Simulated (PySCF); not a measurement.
# MoO2Br: doublet, from a trigonal planar start

Where does doublet MoO2Br go from a trigonal planar start, is the end point a minimum, and what are its modes, charges and moments?

Method: PBE0, basis Mo def2-TZVP with ECP28, O def2-TZVP, Br def2-TZVP, scalar-relativistic core potentials, no spin–orbit coupling, density fitting; program: PySCF 2.14.0.

## 1. The system as given

4 atoms, charge 0, spin multiplicity 2.

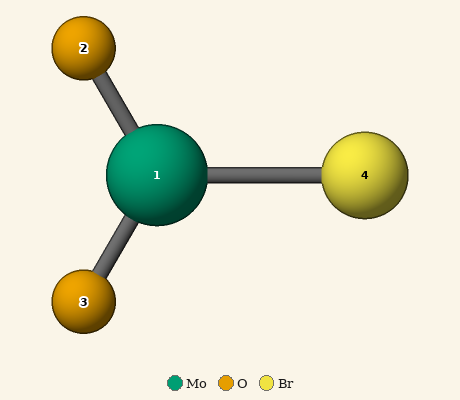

Start geometry, drawn with molybdenum teal, oxygen amber, bromine yellow; atoms are numbered from 1 in the order of the file.

```xyz
4
charge 0 multiplicity 2
Mo    0.0000    0.0000    0.0000
O    -0.8900    1.5415    0.0000
O    -0.8900   -1.5415    0.0000
Br    2.5200    0.0000    0.0000
```

## 2. First SCF at the start

The steps below are one call of a driver around PySCF. For each, scf.py gives the equivalent set-up of the SCF; relaxations use the driver's own optimiser. After this first run the driver tries any further starts and a stability analysis.

The input, scf.py:

```python
from pyscf import gto, scf, dft
mol = gto.M(atom='''
Mo     0.000000     0.000000     0.000000
O     -0.890000     1.541500     0.000000
O     -0.890000    -1.541500     0.000000
Br     2.520000     0.000000     0.000000''',
    basis={'Mo': 'def2-TZVP', 'O': 'def2-TZVP', 'Br': 'def2-TZVP'},
    ecp={'Mo': 'def2-TZVP'},
    charge=0, spin=1)
mf = dft.UKS(mol, xc='PBE0')
mf.grids.atom_grid = (50, 194)
aux = {'Mo': 'def2-universal-JKFIT', 'O': 'def2-universal-JKFIT', 'Br': 'def2-universal-JKFIT'}
mf = mf.density_fit(auxbasis=aux)
mf.conv_tol = 1e-08
mf.diis_space = 10
mf.max_cycle = 60
mf.init_guess = 'minao'
mf.verbose = 4
mf.kernel()
```

Run with:

```sh
OMP_NUM_THREADS=4 python axn.py task.json out
```

What it wrote:

```text
init E= -2784.75843335178
[... the frontier-level lines of each cycle are left out ...]
cycle= 1 E= -2792.07779873703  delta_E= -7.32  |g|= 1.02  |ddm|= 2.79
cycle= 2 E= -2783.24476648344  delta_E= 8.83  |g|=  4.2  |ddm|= 2.99
cycle= 3 E= -2792.42179136416  delta_E= -9.18  |g|= 0.386  |ddm|= 2.76
cycle= 4 E= -2792.42275117398  delta_E= -0.00096  |g|= 0.351  |ddm|= 0.541
cycle= 5 E= -2792.48686249162  delta_E= -0.0641  |g|= 0.0914  |ddm|= 0.353
cycle= 6 E= -2792.49137904994  delta_E= -0.00452  |g|= 0.0354  |ddm|= 0.0911
cycle= 7 E= -2792.49188330264  delta_E= -0.000504  |g|= 0.0135  |ddm|= 0.0205
cycle= 8 E= -2792.49205731313  delta_E= -0.000174  |g|= 0.00467  |ddm|= 0.0141
cycle= 9 E= -2792.49216192883  delta_E= -0.000105  |g|= 0.00294  |ddm|= 0.0146
cycle= 10 E= -2792.49225023988  delta_E= -8.83e-05  |g|= 0.00187  |ddm|= 0.0201
cycle= 11 E= -2792.49227629496  delta_E= -2.61e-05  |g|= 0.000954  |ddm|= 0.0165
cycle= 12 E= -2792.49227692205  delta_E= -6.27e-07  |g|= 0.000338  |ddm|= 0.00154
cycle= 13 E= -2792.49227701706  delta_E= -9.5e-08  |g|= 0.000109  |ddm|= 0.000499
cycle= 14 E= -2792.49227703172  delta_E= -1.47e-08  |g|= 2.55e-05  |ddm|= 0.000217
cycle= 15 E= -2792.49227703352  delta_E= -1.8e-09  |g|= 7.01e-06  |ddm|= 9.88e-05
Extra cycle  E= -2792.4922770335  delta_E= 1.64e-11  |g|= 1.54e-05  |ddm|= 1.83e-05
converged SCF energy = -2792.4922770335  <S^2> = 0.79217854  2S+1 = 2.0417429
```

This step, with its further starts and checks, took 28 s on 4 threads of Arm Neoverse V2, shared host.

Energies from each starting density:

```
                      start   energy (Eh)
    the minimal-basis guess  -2792.492277
a thermally smeared density  -2792.492277
      a smeared PBE density  -2792.492277
```

No lower solution of this spin turned up from the other starts or in the test of internal stability.

## 3. Relaxing the doublet from the trigonal planar start

The program finds C2v symmetry in the start, which this walk keeps.

scf.py, as its differences from that of step 2:

```diff
@@ -3,4 +3,4 @@
-Mo     0.000000     0.000000     0.000000
-O     -0.890000     1.541500     0.000000
-O     -0.890000    -1.541500     0.000000
-Br     2.520000     0.000000     0.000000''',
+Mo    -0.816055     0.000000     0.000000
+O     -1.706055     1.541500     0.000000
+O     -1.706055    -1.541500     0.000000
+Br     1.703945     0.000000     0.000000''',
@@ -17 +16,0 @@
-mf.init_guess = 'minao'
```

The optimiser's trace:

```
step   energy (Eh)  change (kJ/mol)  largest symmetric gradient (Eh/bohr)
   0  -2792.492277             0.00                               0.08199
   1  -2792.514610           -58.63                               0.04731
   2  -2792.516657           -64.01                               0.00485
   3  -2792.516711           -64.15                               0.00061
   4  -2792.516712           -64.15                               0.00010
```

The walk took 22 s.

Geometry (Å) and forces (eV/Å) at some steps:

```
step 0
Mo  -0.816   0.000   0.000  -2.414   0.000   0.000
O   -1.706   1.542   0.000   2.000  -4.216   0.000
O   -1.706  -1.542   0.000   2.000   4.216   0.000
Br   1.704   0.000   0.000  -1.586   0.000   0.000
step 1
Mo  -0.814   0.000   0.000   2.433   0.000   0.000
O   -1.674   1.421   0.000  -0.936   0.658   0.000
O   -1.674  -1.421   0.000  -0.936  -0.659   0.000
Br   1.639   0.000   0.000  -0.560   0.000   0.000
step 2
Mo  -0.773   0.000   0.000  -0.249   0.000   0.000
O   -1.697   1.405   0.000   0.141  -0.245   0.000
O   -1.697  -1.405   0.000   0.141   0.245   0.000
Br   1.642   0.000   0.000  -0.033   0.000   0.000
step 3
Mo  -0.772   0.000   0.000  -0.021  -0.001   0.000
O   -1.696   1.399   0.000  -0.006   0.008   0.000
O   -1.696  -1.399   0.000  -0.005  -0.007   0.000
Br   1.640   0.000   0.000   0.031   0.000   0.000
step 4
Mo  -0.772   0.000   0.000   0.001   0.000   0.000
O   -1.696   1.399   0.000  -0.003  -0.001   0.000
O   -1.696  -1.399   0.000  -0.003   0.001   0.000
Br   1.641   0.000   0.000   0.005   0.000   0.000
```

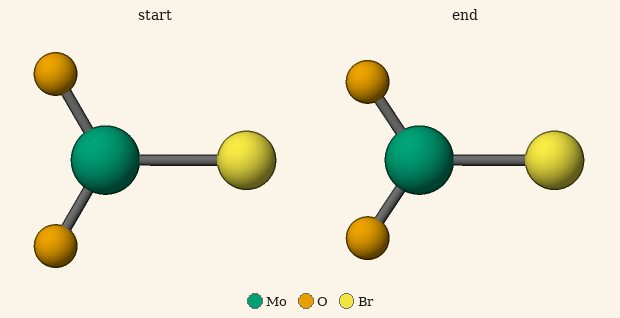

The geometry along the walk, at one scale.

It settles in C2v symmetry, 64.2 kJ/mol below the start, after 4 steps: Mo–Br 2.413 Å, Mo–O 1.677 Å (×2); Br–Mo–O 123.4° (×2), O–Mo–O 113.1°.

## 4. Vibrations and properties at this point

The point is checked on the finer grid, and tightened if its gradient asks for it. The Hessian and the dipole derivatives come from central differences of analytic gradients, with steps of 0.02 bohr.

scf.py, as its differences from that of step 3:

```diff
@@ -3,4 +3,4 @@
-Mo    -0.816055     0.000000     0.000000
-O     -1.706055     1.541500     0.000000
-O     -1.706055    -1.541500     0.000000
-Br     1.703945     0.000000     0.000000''',
+Mo    -0.770216     0.000000     0.000000
+O     -1.695140     1.398459     0.000000
+O     -1.695140    -1.398459     0.000000
+Br     1.643661     0.000000     0.000000''',
@@ -11 +11 @@
-mf.grids.atom_grid = (50, 194)
+mf.grids.atom_grid = (75, 302)
@@ -14 +14 @@
-mf.conv_tol = 1e-08
+mf.conv_tol = 1e-10
```

This SCF starts from the last density.

Log of the central SCF (cycles and frontier levels):

```text
init E= -2792.51674193307
[... the frontier-level lines of each cycle are left out ...]
cycle= 1 E= -2792.51674192983  delta_E= 3.24e-09  |g|= 9.61e-05  |ddm|= 5.7e-05
cycle= 2 E= -2792.51674189155  delta_E= 3.83e-08  |g|= 0.000331  |ddm|= 0.000195
cycle= 3 E= -2792.51674193335  delta_E= -4.18e-08  |g|= 8.11e-06  |ddm|= 0.00015
cycle= 4 E= -2792.51674193337  delta_E= -2.36e-11  |g|= 1.16e-06  |ddm|= 3.78e-06
Extra cycle  E= -2792.51674193337  delta_E= 4.55e-12  |g|= 3.17e-06  |ddm|= 2.6e-06
converged SCF energy = -2792.51674193337  <S^2> = 0.76209265  2S+1 = 2.0120563
```

The whole step took 1.7 min.

Geometry: C2v; Mo–Br 2.414 Å, Mo–O 1.677 Å (×2); Br–Mo–O 123.5° (×2), O–Mo–O 113.0°.

Modes, for the most abundant isotopes:

| symmetry | ω (cm⁻¹) | IR (km/mol) | μ (u) | type |
| --- | --- | --- | --- | --- |
| b1 | 84i | 25.9 | 24.18 | bend |
| b2 | 141 | 3.5 | 21.75 | bend |
| a1 | 250 | 11.2 | 30.99 | mixed |
| a1 | 387 | 15.8 | 25.44 | bend |
| b2 | 1010 | 230 | 19.10 | stretch |
| a1 | 1058 | 118 | 17.48 | stretch |

μ is the mass of the mode for normalised Cartesian displacements, not the reduced mass of the usual diatomic formula.

With 1 mode imaginary (up to 84i cm⁻¹) this point is a saddle.

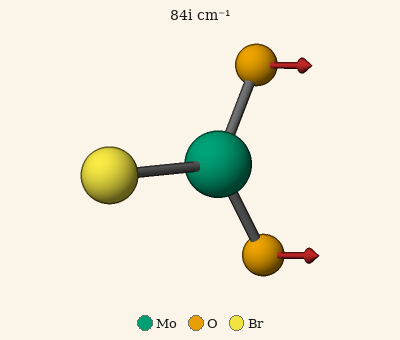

The imaginary mode, as arrows.

Constants and moments:

- Dipole moment: 1.53 D
- Highest occupied level: -7.82 eV
- Lowest empty level: -4.17 eV
- Rotational constants: 0.2695, 0.04641, 0.03959 cm⁻¹
- Zero-point energy (real modes): 17.0 kJ/mol
- Principal polarisabilities: 45.9, 57.3, 79.8 bohr³
- Atomisation energy without zero-point energy: 1479 kJ/mol
- Principal traceless quadrupole moments about the centre of mass: -4.13, -3.82, 7.95 D Å
- Spin squared ⟨S²⟩: 0.762

Charges (e) and bond orders:

```tsv
atom	Mulliken	Löwdin	polar tensor	spin (Mulliken)	Mayer order to Mo1
Mo1	1.42	0.46	1.80	1.09	–
O2,3	-0.54	-0.27	-0.68	-0.02	1.97
Br4	-0.35	0.08	-0.45	-0.05	1.01
```

Mulliken populations on Mo1 (outside its core potential): s 2.35, p 6.23, d 3.93, f 0.07.

## 5. Leaving the saddle point

The start is the last point, displaced along its most imaginary mode.

The program finds Cs symmetry in the start, which this walk keeps.

scf.py, as its differences from that of step 4:

```diff
@@ -3,4 +3,4 @@
-Mo    -0.770216     0.000000     0.000000
-O     -1.695140     1.398459     0.000000
-O     -1.695140    -1.398459     0.000000
-Br     1.643661     0.000000     0.000000''',
+Mo    -0.770596    -0.000000     0.112985
+O     -1.695520     1.398459    -0.250000
+O     -1.695520    -1.398459    -0.250000
+Br     1.643281     0.000000    -0.038830''',
@@ -11 +11 @@
-mf.grids.atom_grid = (75, 302)
+mf.grids.atom_grid = (50, 194)
@@ -14 +14 @@
-mf.conv_tol = 1e-10
+mf.conv_tol = 1e-08
```

Energy and gradient, step by step:

```
step   energy (Eh)  change (kJ/mol)  largest symmetric gradient (Eh/bohr)
   0  -2792.513963             0.00                               0.05213
   1  -2792.517296            -8.75                               0.02160
   2  -2792.518093           -10.84                               0.00256
   3  -2792.518187           -11.09                               0.00396
   4  -2792.518241           -11.23                               0.00099
   5  -2792.518244           -11.24                               0.00022
   6  -2792.518244           -11.24                               0.00003
```

The walk took 34 s.

Geometry (Å) and forces (eV/Å) at some steps:

```
step 0
Mo  -0.771   0.000   0.113  -2.680   0.000  -1.037
O   -1.696   1.398  -0.250   1.450  -1.682   0.529
O   -1.696  -1.398  -0.250   1.450   1.682   0.529
Br   1.643   0.000  -0.039  -0.219   0.000  -0.021
step 1
Mo  -0.799   0.000   0.085   1.111   0.001   0.574
O   -1.666   1.376  -0.237  -0.542   0.825  -0.264
O   -1.666  -1.376  -0.237  -0.543  -0.826  -0.264
Br   1.613   0.000  -0.036  -0.025   0.000  -0.046
step 3
Mo  -0.803   0.000   0.155  -0.203   0.000  -0.085
O   -1.657   1.381  -0.262   0.138  -0.119   0.047
O   -1.657  -1.381  -0.262   0.137   0.118   0.047
Br   1.599   0.000  -0.056  -0.071   0.000  -0.010
step 6
Mo  -0.811   0.000   0.173  -0.001   0.000  -0.001
O   -1.645   1.381  -0.268   0.000  -0.001   0.001
O   -1.645  -1.381  -0.268   0.000   0.001   0.001
Br   1.583   0.000  -0.063   0.000   0.000  -0.001
```

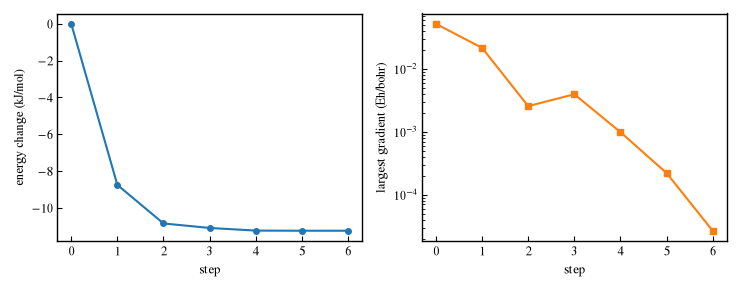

Energy and largest gradient along the walk.

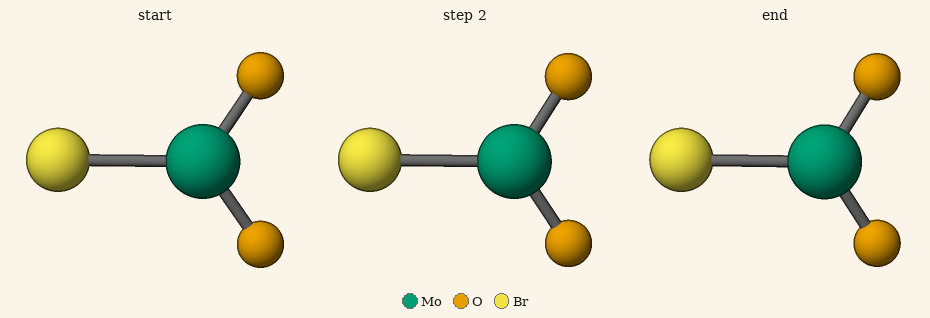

The geometry along the walk, at one scale.

After 6 steps and 11.2 kJ/mol it ends at Cs: Mo–Br 2.405 Å, Mo–O 1.673 Å (×2); Br–Mo–O 118.1° (×2), O–Mo–O 111.3°.

## 6. Hessian and properties

The same treatment as at the point before.

scf.py, as its differences from that of step 5:

```diff
@@ -3,4 +3,4 @@
-Mo    -0.770596    -0.000000     0.112985
-O     -1.695520     1.398459    -0.250000
-O     -1.695520    -1.398459    -0.250000
-Br     1.643281     0.000000    -0.038830''',
+Mo    -0.776568    -0.000000     0.156732
+O     -1.611356     1.381197    -0.284670
+O     -1.611356    -1.381197    -0.284670
+Br     1.616900     0.000000    -0.079238''',
@@ -11 +11 @@
-mf.grids.atom_grid = (50, 194)
+mf.grids.atom_grid = (75, 302)
@@ -14 +14 @@
-mf.conv_tol = 1e-08
+mf.conv_tol = 1e-10
```

SCF at the final geometry:

```text
init E= -2792.51820614583
[... the frontier-level lines of each cycle are left out ...]
cycle= 1 E= -2792.51820614581  delta_E= 1.09e-11  |g|= 9.04e-06  |ddm|= 1.12e-05
Extra cycle  E= -2792.51820614557  delta_E= 2.49e-10  |g|= 2.72e-05  |ddm|= 1.97e-05
converged SCF energy = -2792.51820614557  <S^2> = 0.75851282  2S+1 = 2.0084948
```

The whole step took 2 min on 4 threads of Arm Neoverse V2, shared host.

Geometry: Cs; Mo–Br 2.405 Å, Mo–O 1.673 Å (×2); Br–Mo–O 118.1° (×2), O–Mo–O 111.3°.

Modes, for the most abundant isotopes:

```tsv
symmetry	ω (cm⁻¹)	IR (km/mol)	type
a'	117	19.6	bend
a''	150	2.2	bend
a'	266	16.6	mixed
a'	381	18.9	bend
a''	1016	225	stretch
a'	1064	114	stretch
```

All wavenumbers are real: a minimum.

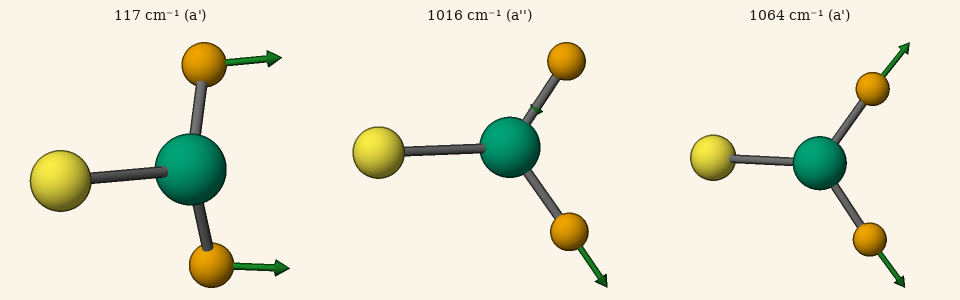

How the atoms move in 3 of the modes.

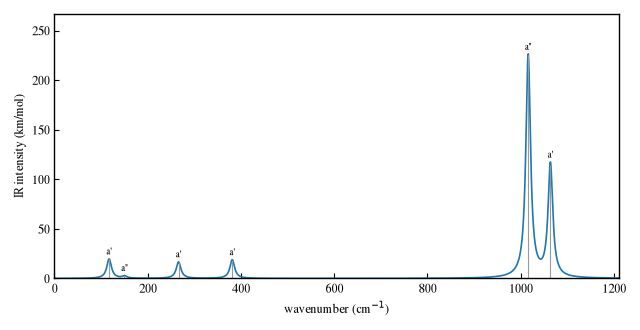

The harmonic infrared spectrum (widths in cm⁻¹). Lines are broadened to a width of 12 cm⁻¹ (Lorentzian).

Properties at this point:

| Property | Result |
| --- | --- |
| Dipole moment | 2.13 D |
| Highest occupied level | -7.58 eV |
| Lowest empty level | -3.92 eV |
| Rotational constants | 0.254, 0.04763, 0.04116 cm⁻¹ |
| Zero-point energy | 17.9 kJ/mol |
| Principal polarisabilities | 48.5, 57.1, 78.5 bohr³ |
| Atomisation energy without zero-point energy | 1483 kJ/mol |
| Principal traceless quadrupole moments about the centre of mass | -4.05, -3.87, 7.92 D Å |
| Entropy at 298.15 K and 1 bar (electronic part: spin only) | 332.7 J/(mol K) |
| Heat capacity Cp at 298.15 K | 65.7 J/(mol K) |
| Enthalpy at 298.15 K above 0 K | 15.69 kJ/mol |
| Rotational symmetry number | 1 |
| Spin squared ⟨S²⟩ | 0.759 |

Populations by atom (charges in e):

```json
{"atom": "Mo1", "Mulliken": "1.40", "Löwdin": "0.44", "polar tensor": "1.79", "spin (Mulliken)": "1.05", "Mayer order to Mo1": "–"}
{"atom": "O2,3", "Mulliken": "-0.53", "Löwdin": "-0.26", "polar tensor": "-0.68", "spin (Mulliken)": "-0.01", "Mayer order to Mo1": "1.98"}
{"atom": "Br4", "Mulliken": "-0.34", "Löwdin": "0.09", "polar tensor": "-0.44", "spin (Mulliken)": "-0.03", "Mayer order to Mo1": "1.01"}
```

Mulliken populations on Mo1 (outside its core potential): s 2.33, p 6.27, d 3.93, f 0.07.

## 7. All stationary points

| spin | group | bonds | imaginary modes (cm⁻¹) | ΔE (kJ/mol) | with zero-point energy |
| --- | --- | --- | --- | --- | --- |
| doublet | Cs | Mo–Br 2.405 Å, Mo–O 1.673 Å (×2) | none | 0.0 | 0.0 |
| doublet | C2v | Mo–Br 2.414 Å, Mo–O 1.677 Å (×2) | 84i | 3.8 | – |

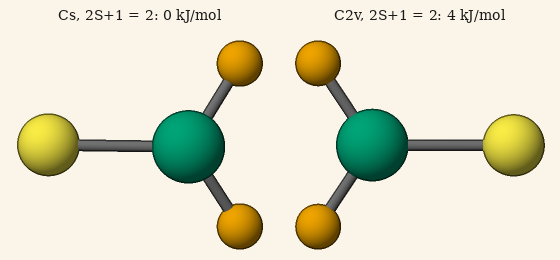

The points, lowest first (molybdenum teal, oxygen amber, bromine yellow).

## 8. Results

| quantity | value |
| --- | --- |
| minimum | doublet, Cs |
| geometry | Mo–Br 2.405 Å, Mo–O 1.673 Å (×2); Br–Mo–O 118.1° (×2), O–Mo–O 111.3° |
| wavenumbers (cm⁻¹) | 117 (a'), 150 (a''), 266 (a'), 381 (a'), 1016 (a''), 1064 (a') |
| dipole moment | 2.13 D |
| highest occupied, lowest empty level (either spin) | -7.58, -3.92 eV |
| polar-tensor charge of Mo1 | +1.79 e |
| zero-point energy | 17.9 kJ/mol |
| entropy at 298.15 K | 332.7 J/(mol K) |
| atomisation energy (no zero-point energy) | 1483 kJ/mol |
| ⟨S²⟩ | 0.759 |

**Reading.** From C2v at the start the molecule goes to a Cs minimum, after a stop at a saddle point 3.8 kJ/mol higher, from which it was pushed off along an imaginary mode. The strongest infrared band lies at 1016 cm⁻¹ (a'', stretch). Most of the spin sits on Mo1 (Mulliken spin 1.05, against 1 for the whole molecule). Other starts or spin states, not run here, may lie lower. One determinant may miss the lowest occupation of an open d or f shell.

The search up to here took 5.1 min.
